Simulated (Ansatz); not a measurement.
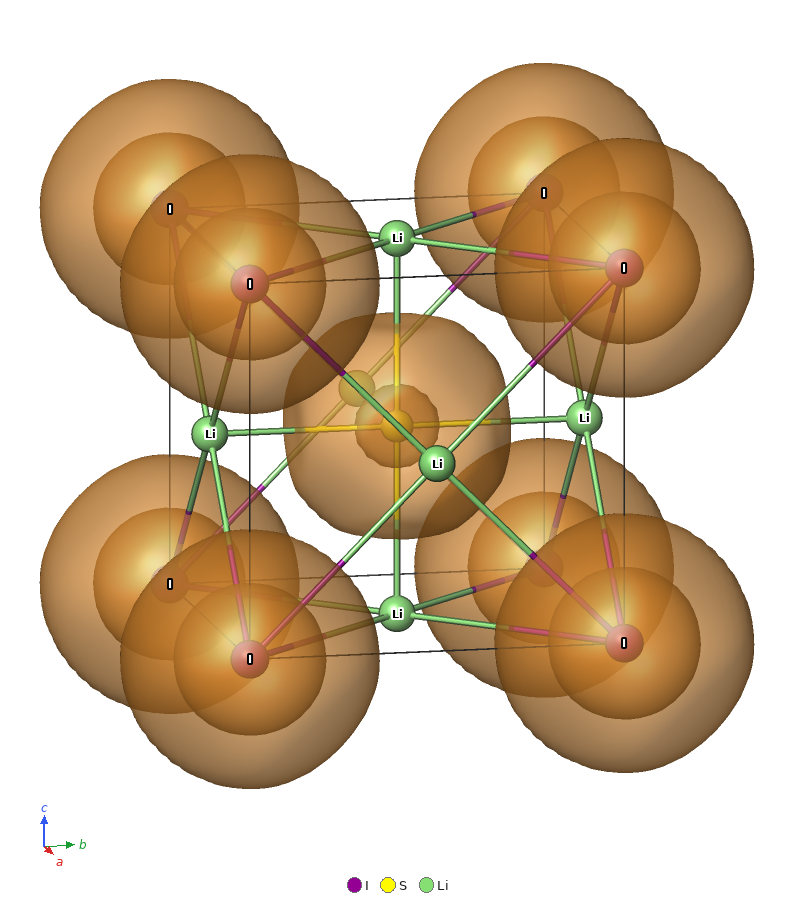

The picture shows: Li$_{3}$SI. Isosurface of the ELF at 0.65 (orange), seen slightly off an axis. Only the valence region is drawn (cores and ρ < 0.01 e/Å³ removed). Sticks mark near contacts.

Space group Pm-3m; started from the antiperovskite prototype, which need not be the ambient phase.

Theory: DFT, PBEsol, plane waves, PAW in Ansatz.

Core electrons are frozen (PAW), and the valence fields are smoothed inside the atomic spheres.

Input file:

```
crystal:
  lattice:
    - [4.5376988, 0.0, 0.0]
    - [0.0, 4.5376988, 0.0]
    - [0.0, 0.0, 4.5376988]
  atoms:
    - { symbol: I, position: [0.0, 0.0, 0.0] }
    - { symbol: S, position: [0.5, 0.5, 0.5] }
    - { symbol: Li, position: [0.5, 0.5, 0.0] }
    - { symbol: Li, position: [0.5, 0.0, 0.5] }
    - { symbol: Li, position: [0.0, 0.5, 0.5] }
kpoints:
  mp_grid: { grid: [6, 6, 6] }
hamiltonian:
  xc: pbesol
scf:
  occupations: { method: fermi_dirac, width: 0.03 }
relax:
  f_tol: 0.01
  cell: {}
  max_steps: 120
output:
  write_density: true
  write_potential: true
  elf: true
  volumetric_format: npy
```

Command:

```sh
ansatz run input.yaml --threads 2 --pin off --max-ram 18432MiB --backend cpu --events-out ev --progress --plain --runs-dir out
```

Below, planes, directions and counts refer to the conventional cell (a = 4.68 Å, b = 4.68 Å, c = 4.68 Å, α = 90.00°, β = 90.00°, γ = 90.00°).

The fields are those of the relaxed geometry.

What do the ELF domains correspond to?

The surface consists of one region wrapped around I (its valence shell) and one region wrapped around S (its valence shell), counted in one cell of 5 atoms. Regions shared between cells count once. Profiles from the grid: Li–S (2.34 Å): the ELF peaks at about 0.85 in the valence shell of S, 0.8 Å from its nucleus, and falls to about 0 next to Li (an ionic contact with no shared pair). Li–I (3.31 Å): the ELF peaks at about 0.75 in the valence shell of I, 1.3 Å from its nucleus, and falls to about 0 next to Li (a largely ionic contact).
